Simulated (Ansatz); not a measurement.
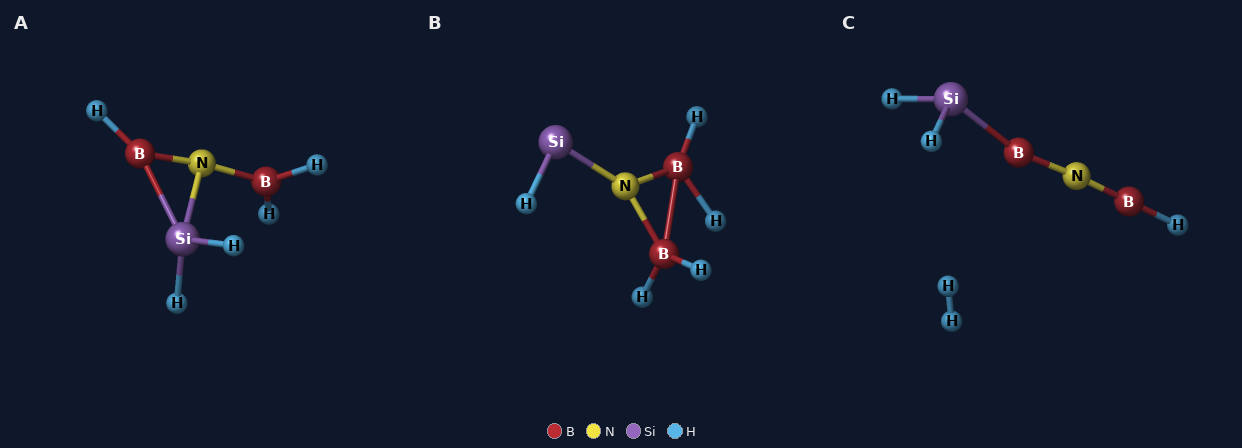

3 stationary structures of one formula. Geometries: PBE0-D4/def2-TZVP. Electronic energies: PBE0-D4/def2-TZVPP (Ansatz 0.2.0), without zero-point energy. No frequency run is at hand to confirm each as a minimum. Each is one conformer, not always the lowest.

### Which structure is the most stable?

A is lowest; B lies 0.597 eV above it, C lies 2.278 eV above it.
